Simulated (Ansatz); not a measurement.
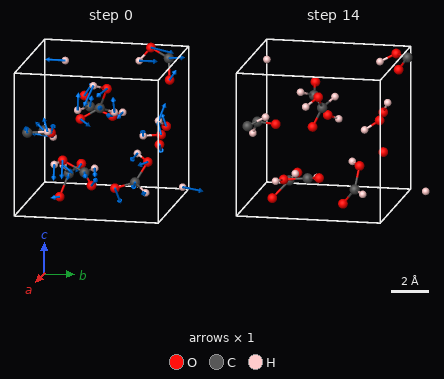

The structure of an amorphous cell of composition H₂CO₂ before (left) and after (right) a relaxation, at one scale. The blue arrows give the displacements, at their true length.

The picture is a ball-and-stick view of the cell of the calculation, seen slightly off an axis.

The cell holds 8 HCOOH. The run prepares the start of a later molecular dynamics calculation, from a guessed geometry.

All numbers below come from DFT PBE-D3(BJ), scalar-relativistic, plane waves, PAW (Ansatz).

Input file:
```yaml
accuracy: low
crystal:
  lattice:
    - [7.958114, 0.0, 0.0]
    - [0.0, 7.958114, 0.0]
    - [0.0, 0.0, 7.958114]
  atoms:
    - { symbol: O, position: [0.5619984, 0.9276363, 0.5108778] }
    - { symbol: C, position: [0.7001437, 1.0261686, 0.5131643] }
    - { symbol: O, position: [0.8438582, 0.9756327, 0.5114674] }
    - { symbol: H, position: [0.6030394, 0.8115457, 0.507686] }
    - { symbol: H, position: [0.6619605, 1.158467, 0.5167807] }
    - { symbol: O, position: [0.4450224, 0.1975759, 0.0125833] }
    - { symbol: C, position: [0.4051166, 0.2528036, 0.1680034] }
    - { symbol: O, position: [0.2704574, 0.3116418, 0.2081976] }
    - { symbol: H, position: [0.344695, 0.215298, -0.0566404] }
    - { symbol: H, position: [0.5132423, 0.2360958, 0.2516907] }
    - { symbol: O, position: [0.8594118, 0.305365, 0.3715824] }
    - { symbol: C, position: [0.8502958, 0.455159, 0.2923571] }
    - { symbol: O, position: [0.9685577, 0.5293968, 0.2314188] }
    - { symbol: H, position: [0.9780405, 0.2723651, 0.368449] }
    - { symbol: H, position: [0.7196511, 0.4988122, 0.2918627] }
    - { symbol: O, position: [0.7062058, 0.5813105, 0.8498245] }
    - { symbol: C, position: [0.6551033, 0.5212615, 0.6995559] }
    - { symbol: O, position: [0.7118855, 0.3978408, 0.6306088] }
    - { symbol: H, position: [0.7954533, 0.5055775, 0.8881777] }
    - { symbol: H, position: [0.5546192, 0.6013955, 0.6500041] }
    - { symbol: O, position: [0.0469368, 0.7485771, 0.9897844] }
    - { symbol: C, position: [0.1268008, 0.8901205, 0.9409461] }
    - { symbol: O, position: [0.1962093, 0.9097109, 0.8067475] }
    - { symbol: H, position: [0.0576743, 0.6693725, 0.8960672] }
    - { symbol: H, position: [0.1189815, 0.9840726, 1.0413739] }
    - { symbol: O, position: [0.3830558, 0.7968813, 0.2708752] }
    - { symbol: C, position: [0.4759202, 0.7280299, 0.1466429] }
    - { symbol: O, position: [0.4614435, 0.5853626, 0.0951934] }
    - { symbol: H, position: [0.3051323, 0.70895, 0.3078562] }
    - { symbol: H, position: [0.5660497, 0.8211143, 0.0998897] }
    - { symbol: O, position: [0.212073, 0.5159932, 0.5374466] }
    - { symbol: C, position: [0.1975936, 0.3562926, 0.5929807] }
    - { symbol: O, position: [0.0672884, 0.2897733, 0.6354818] }
    - { symbol: H, position: [0.0983104, 0.5631705, 0.5394394] }
    - { symbol: H, position: [0.3217265, 0.2965883, 0.5935507] }
    - { symbol: O, position: [0.1358347, 0.8739139, 0.4659016] }
    - { symbol: C, position: [0.1662173, 1.028164, 0.4020128] }
    - { symbol: O, position: [0.2956938, 1.106449, 0.4198429] }
    - { symbol: H, position: [0.2378202, 0.8416787, 0.5269869] }
    - { symbol: H, position: [0.055799, 1.0711992, 0.3318013] }
basis:
  ecutwfc: 420.0
kpoints:
  mp_grid: { grid: [1, 1, 1] }
hamiltonian:
  xc: pbe
  dispersion: d3bj
scf:
  occupations: { method: fermi_dirac, width: 0.02 }
  lower_state_search: "off"
relax:
  f_tol: 0.3
  max_steps: 15
  adjacent_minimum: "off"
```

Command:
```bash
ansatz run input.yaml --threads 1 --pin off --max-ram 3072MiB --backend cpu --events-out ev --progress --plain --runs-dir out
```

### Summarise the run.

The relaxation stopped without meeting its thresholds, so the last structure isn't shown to be converged. It used up its limit of 15 steps. O21 moves most: 1.46 Å along [−2 3 −1]. By element the largest moves are O 1.46 Å, H 1.43 Å, C 0.93 Å. The cell stays as it was. Some distances before and after: O11–C12 1.350 → 1.310 Å, O16–H19 0.980 → 1.008 Å, O31–C32 1.350 → 1.324 Å, C2–H5 1.096 → 1.116 Å. Bond angles that change, for instance: C32–O31–H34 106.0° → 111.5°, C17–O16–H19 106.0° → 110.0°, O13–C12–H15 125.5° → 122.3°. After 14 geometry steps the energy has fallen by 3.833 eV per cell of the calculation. The largest force component goes from 1.3 to 0.68 eV/Å.

Limits of the set-up: the program's low-accuracy preset was used; the periodic images lie only 8.0 Å apart, so the values are limited by the cell's size.
